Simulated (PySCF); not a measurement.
## Electronic structure of C₅H₆FO₂Si (SMILES [CH2]C(=O)C(=O)[SiH2]C(=C)F) (doublet) in real space

```xyz
15

C    -2.6539   -0.4240   -0.5791
C    -1.5055   -0.1335    0.0761
O    -0.7250   -0.8218    0.7806
C    -0.9572    1.2681   -0.1508
O    -1.4014    2.2090   -0.7079
Si    0.7379    0.9751    0.8409
C     1.8407   -0.1455   -0.2141
C     2.1118   -1.4272   -0.0434
F     2.4651    0.5219   -1.2232
H    -2.9422   -1.4513   -0.7261
H    -3.2181    0.3466   -1.0679
H     1.3500    2.3135    0.7026
H     0.4749    0.7043    2.2429
H     2.8006   -1.9509   -0.6872
H     1.6177   -1.9762    0.7349
```

Geometry: GFN2-xTB.

These are results of PySCF, UKS B3LYP, pcH-1 on C F H O Si, non-relativistic, mean-field spin-orbit, GIAO, not measurements.

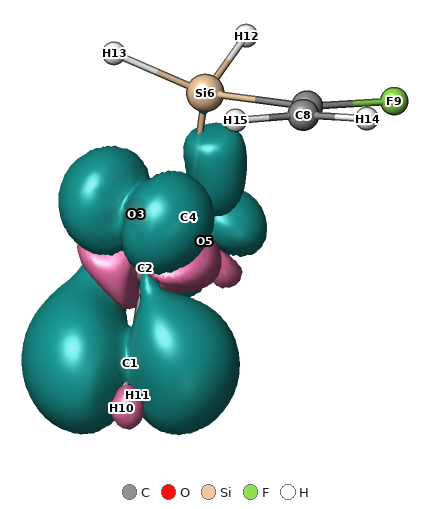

Figure 1. Isosurfaces of the spin density at +0.015 (teal) and −0.015 e/Å³ (pink), seen at an oblique angle.

> Which atoms carry the spin?

The unpaired spin (1 electron) lies mostly on C1 (about 0.5), O3 (about 0.3) and C2 (about 0.1), in electrons by Hirshfeld's partition.

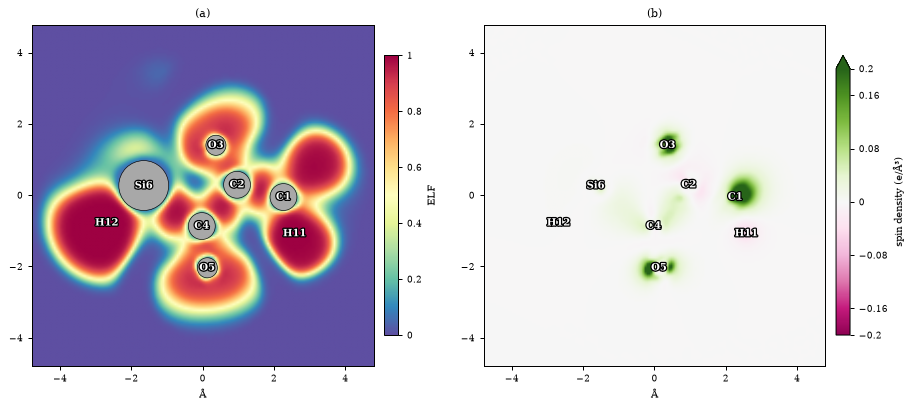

Figure 2. (a) electron localisation function; (b) spin density (α minus β) on the plane of atoms C2, C4 and Si6. Grey discs cover the atomic cores in the ELF map.

> Read the bonding off the picture.

The section cuts through C, O, Si and H sites.
C–O (1.18 Å): the ELF peaks at about 0.85 between the atoms; a short, multiple covalent bond.
C–H (1.07 Å): the ELF climbs to about 1 towards the hydrogen, as it does in any bond to H; a covalent bond by its length.
C–O (1.26 Å): the ELF peaks at about 0.85 between the atoms, as expected for a short, strongly polar bond.
C–C (1.52 Å): the ELF peaks at about 0.95 between the atoms (a covalent bond).
The ELF also peaks beside O5 and O3, away from the bonds: non-bonding electrons, paired or unpaired.

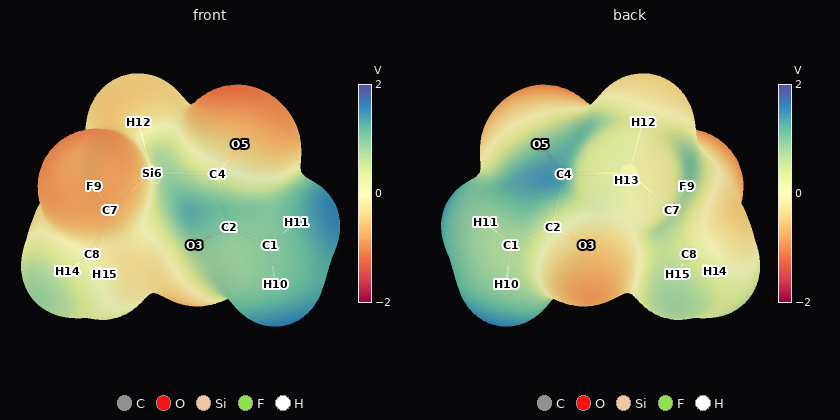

Figure 3. The electrostatic potential painted on the density surface at 0.002 e/bohr³, seen from the front and from behind; the colour scale runs from red (negative) to blue (positive).

> Describe the electrostatic potential map.

The most negative region (about −1.1 V) lies over O5, the most positive (about +1.6 V) over H10 and H11. O5 is the likeliest acceptor of a hydrogen bond.
